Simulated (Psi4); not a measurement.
# One shape, several levels: singlet CHF2O+

We compute a comparison of 3 runs (HF/STO-3G, HF/3-21G, B3LYP/6-31G*) of singlet CHF2O+. 

The results are computed with Psi4 1.11.

**1. The molecule**

CHF2O+: 5 atoms, total charge +1, spin state singlet. As SMILES of the parent species, `[O]C(F)F`. Geometry: relaxed at PBE0-D4/def2-TZVP. That shape belongs to the parent species and isn't relaxed for this state.

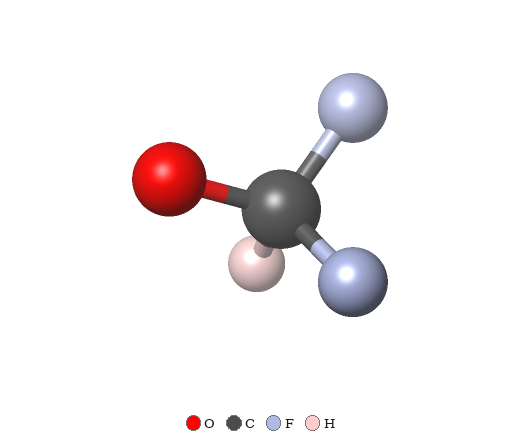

Viewed from a chosen angle; oxygen red, carbon dark grey, fluorine light blue, hydrogen pink.

**2. The energy at HF/STO-3G (run 1)**

input.json reads:

```json
{
 "schema_name": "qcschema_input",
 "schema_version": 1,
 "molecule": {
  "schema_name": "qcschema_molecule",
  "schema_version": 2,
  "symbols": ["O", "C", "F", "F", "H"],
  "geometry": [-1.02347567, -0.73264682, 2.15031936, 0.02078699, 0.00226767, 0.00774788, 2.083801, -1.3379261, -0.64779812, -1.55977994, -0.06462863, -1.98704702, 0.57315393, 1.99366106, 0.39835427],
  "molecular_charge": 1,
  "molecular_multiplicity": 1,
  "fix_symmetry": "c1",
  "fix_com": true,
  "fix_orientation": true
 },
 "driver": "energy",
 "model": {
  "method": "scf",
  "basis": "STO-3G"
 },
 "keywords": {
  "puream": true,
  "e_convergence": 1e-09,
  "d_convergence": 1e-08,
  "scf_type": "pk",
  "scf_properties": ["WIBERG_LOWDIN_INDICES", "MAYER_INDICES", "DIPOLE"]
 }
}
```

Command:

```console
psi4 --qcschema input.json -n 1 --memory 1600MB
```

stdout:

```text
[...]
  Running in c1 symmetry.
[...]
  Nuclear repulsion =  125.371685186475332
[...]
  Multiplicity = 1
[...]
  Nalpha       = 16
  Nbeta        = 16
[...]
    Number of basis functions: 21
[...]
   @RHF iter   1:  -307.15991639833425   -1.26678e+00   2.74530e-02 DIIS/ADIIS
[...]
   @RHF iter  18:  -307.42393987988106   -1.98952e-12   4.02136e-09 DIIS
[...]
    Orbital Energies [Eh]
    ---------------------
    Doubly Occupied:
       1A    -26.347261     2A    -26.347111     3A    -21.025242
       4A    -11.652409     5A     -1.925336     6A     -1.827830
       7A     -1.787687     8A     -1.205617     9A     -1.067824
      10A     -1.042540    11A     -1.010011    12A     -0.873804
      13A     -0.824431    14A     -0.822545    15A     -0.789680
      16A     -0.781980
[...]
  @RHF Final Energy:  -307.42393987988106
   => Energetics <=
    Nuclear Repulsion Energy =            125.3716851864753323
    One-Electron Energy =                -666.9286346361534470
    Two-Electron Energy =                 234.1330095697970251
    Total Energy =                       -307.4239398798810612
[...]
 Multipole Moments:
 ------------------------------------------------------------------------------------
     Multipole            Electronic (a.u.)      Nuclear  (a.u.)        Total (a.u.)
 ------------------------------------------------------------------------------------
 L = 1.  Multiply by 2.5417464519 to convert [e a0] to [Debye]
 Dipole X            :          2.5375017           -2.7737400           -0.2362383
 Dipole Y            :         16.7121030          -16.4769000            0.2352029
 Dipole Z            :          6.9947622           -6.0662098            0.9285524
 Magnitude           :                                                    0.9865791
[...]
```

The result, in JSON:

```text
{
 "driver": "energy",
 "model": {
  "method": "scf",
  "basis": "STO-3G"
 },
 "success": true,
 "return_result": -307.42393987988106,
 "properties": {
  "calcinfo_nbasis": 21,
  "calcinfo_nmo": 21,
  "calcinfo_nalpha": 16,
  "calcinfo_nbeta": 16,
  "calcinfo_natom": 5,
  "nuclear_repulsion_energy": 125.37168518647533,
  "return_energy": -307.42393987988106,
  "scf_one_electron_energy": -666.9286346361534,
  "scf_two_electron_energy": 234.13300956979703,
  "scf_dipole_moment": [-0.23623828546762526, 0.23520291621541745, 0.9285523560652047],
  "scf_total_energy": -307.42393987988106,
  "scf_iterations": 18
 }
}
```

It took 1.2 s on 1 thread of Intel Xeon 6975P-C (Granite Rapids), shared host; peak memory 0.18 GiB.

**3. The energy at HF/3-21G (run 2)**

job.dat reads:

```
memory 1600 mb

molecule {
  1 1
  O
  C 1 R2
  F 2 R3 1 A3
  F 2 R4 1 A4 3 D4
  H 2 R5 1 A5 3 D5

  R2 = 1.319891
  R3 = 1.347261
  A3 = 113.91207
  R4 = 1.34726
  A4 = 113.91551
  D4 = 122.72664
  R5 = 1.11295
  A5 = 103.26211
  D5 = -118.63526
  units angstrom
  symmetry c1
}

set {
  basis         3-21G
  puream        true
  e_convergence 1e-09
  d_convergence 1e-08
  scf_type      pk
}

E, wfn = energy("scf", return_wfn=True)
oeprop(wfn, "MULLIKEN_CHARGES", "LOWDIN_CHARGES", "DIPOLE")
print_variables()
```

Command:

```console
psi4 job.dat job.out -n 1
```

job.out:

```text
[...]
  Running in c1 symmetry.
[...]
  Nuclear repulsion =  125.371699627692308
[...]
  Multiplicity = 1
[...]
  Nalpha       = 16
  Nbeta        = 16
[...]
    Number of basis functions: 38
[...]
   @RHF iter   1:  -309.66512552101813   -6.94344e-02   1.47763e-02 ADIIS/DIIS
[...]
   @RHF iter  15:  -309.89688306605461   -6.82121e-13   9.45231e-09 DIIS
[...]
    Orbital Energies [Eh]
    ---------------------
    Doubly Occupied:
       1A    -26.509774     2A    -26.509046     3A    -21.114566
       4A    -11.778248     5A     -2.002385     6A     -1.908095
       7A     -1.853944     8A     -1.268594     9A     -1.140759
      10A     -1.122169    11A     -1.104142    12A     -0.981316
      13A     -0.957782    14A     -0.943623    15A     -0.916530
      16A     -0.900869
[...]
  @RHF Final Energy:  -309.89688306605461
   => Energetics <=
    Nuclear Repulsion Energy =            125.3716996276923084
    One-Electron Energy =                -668.5134784876070171
    Two-Electron Energy =                 233.2448957938600529
    Total Energy =                       -309.8968830660546132
[...]
 Multipole Moments:
 ------------------------------------------------------------------------------------
     Multipole            Electronic (a.u.)      Nuclear  (a.u.)        Total (a.u.)
 ------------------------------------------------------------------------------------
 L = 1.  Multiply by 2.5417464519 to convert [e a0] to [Debye]
 Dipole X            :          0.3443092           -1.6047556           -1.2604464
 Dipole Y            :         -0.1879666            0.8762680            0.6883014
 Dipole Z            :         -0.1623357           -0.7988270           -0.9611628
 Magnitude           :                                                    1.7280966
[...]
  Mulliken Charges: (a.u.)
   Center  Symbol    Alpha    Beta     Spin     Total
       1     O     3.91680  3.91680  0.00000  0.16641
       2     C     2.57814  2.57814  0.00000  0.84373
       3     F     4.62948  4.62948  0.00000 -0.25896
       4     F     4.62948  4.62948  0.00000 -0.25895
       5     H     0.24611  0.24611  0.00000  0.50778
   Total alpha = 16.00000, Total beta = 16.00000, Total charge =  1.00000
  Lowdin Charges: (a.u.)
   Center  Symbol    Alpha    Beta     Spin     Total
       1     O     3.77097  3.77097  0.00000  0.45806
[...]
```

Run time: 1.2 s. Hardware: 1 thread of Intel Xeon 6975P-C (Granite Rapids), shared host; peak memory 0.18 GiB.

**4. Energy and forces at B3LYP/6-31G(d) (spherical functions) (run 3)**

chf2o.dat reads:

```
memory 1.6 GB

molecule {
  1 1
  O
  C 1 R2
  F 2 R3 1 A3
  F 2 R4 1 A4 3 D4
  H 2 R5 1 A5 3 D5

  R2 = 1.319891
  R3 = 1.347261
  A3 = 113.91207
  R4 = 1.34726
  A4 = 113.91551
  D4 = 122.72664
  R5 = 1.11295
  A5 = 103.26211
  D5 = -118.63526
  symmetry c1
}

set globals {
  basis 6-31G*
  puream true
  e_convergence 1e-09
  d_convergence 1e-08
  scf_type pk
  dft_radial_points 99
  dft_spherical_points 590
}

E, wfn = gradient("b3lyp", return_wfn=True)
```

Command:

```console
psi4 chf2o.dat chf2o.out -n 1
```

chf2o.out:

```text
[...]
  Running in c1 symmetry.
[...]
  Nuclear repulsion =  125.371699627692308
[...]
  Multiplicity = 1
[...]
  Nalpha       = 16
  Nbeta        = 16
[...]
    Number of basis functions: 58
[...]
   @RKS iter   1:  -312.95517420811484    2.12916e-01   6.50962e-03 ADIIS/DIIS
[...]
   @RKS iter  15:  -313.01433098311588   -5.68434e-14   1.16844e-09 DIIS
[...]
    Orbital Energies [Eh]
    ---------------------
    Doubly Occupied:
       1A    -25.049518     2A    -25.049483     3A    -19.647130
       4A    -10.756432     5A     -1.603293     6A     -1.528667
       7A     -1.429689     8A     -1.021554     9A     -0.917722
      10A     -0.888369    11A     -0.873349    12A     -0.756334
      13A     -0.749129    14A     -0.723935    15A     -0.719172
      16A     -0.694673
[...]
  @RKS Final Energy:  -313.01433098311588
   => Energetics <=
    Nuclear Repulsion Energy =            125.3716996276923084
    One-Electron Energy =                -671.7675576003285869
    Two-Electron Energy =                 261.5084620822558463
    DFT Exchange-Correlation Energy =     -28.1269350927354971
    Empirical Dispersion Energy =           0.0000000000000000
    VV10 Nonlocal Energy =                  0.0000000000000000
    Total Energy =                       -313.0143309831158831
[...]
 Multipole Moments:
 ------------------------------------------------------------------------------------
     Multipole            Electronic (a.u.)      Nuclear  (a.u.)        Total (a.u.)
 ------------------------------------------------------------------------------------
 L = 1.  Multiply by 2.5417464519 to convert [e a0] to [Debye]
 Dipole X            :          0.5646704           -1.6047556           -1.0400853
 Dipole Y            :         -0.3083159            0.8762680            0.5679521
 Dipole Z            :          0.5900856           -0.7988270           -0.2087414
 Magnitude           :                                                    1.2032954
[...]
  -Total Gradient:
     Atom            X                  Y                   Z
    ------   -----------------  -----------------  -----------------
       1        0.041002542561    -0.022395618900    -0.022144651539
       2       -0.134226163958     0.073296693372     0.022082914865
       3        0.025743351994    -0.017011252564    -0.004957826585
       4        0.028231531789    -0.012458657922    -0.004950060883
       5        0.039248317342    -0.021431272921     0.009981491953
[...]
```

Run time: 7.5 s. Hardware: 1 thread of Intel Xeon 6975P-C (Granite Rapids), shared host; peak memory 0.67 GiB.

**5. Overview of the runs**

```tsv
run	level	task	integration grid	energy (Eh)	HOMO energy (eV)	LUMO energy (eV)	HOMO–LUMO gap (eV)	wall time
1	HF/STO-3G	energy	–	-307.423940	-21.28	-9.85	11.43	1.2 s
2	HF/3-21G	energy	–	-309.896883	-24.51	-12.53	11.98	1.2 s
3	B3LYP/6-31G* (spherical functions)	gradient	99 radial × 590 angular	-313.014331	-18.90	-16.88	2.02	7.5 s
```

**6. Results**

| quantity | value |
| --- | --- |
| run 3: total energy | -313.01433 Eh |
| run 3: HOMO energy | -18.90 eV |
| run 3: LUMO energy | -16.88 eV |
| run 3: HOMO–LUMO gap | 2.02 eV |
| run 3: largest force on an atom | 7.946 eV/Å |

The HOMO–LUMO gap runs from 2.02 eV (B3LYP/6-31G*) to 11.98 eV (HF/3-21G). The two ends differ in method and basis. In run 1 the basis is minimal, so the values are rough. All runs together took 9.9 s, the longest 7.5 s.
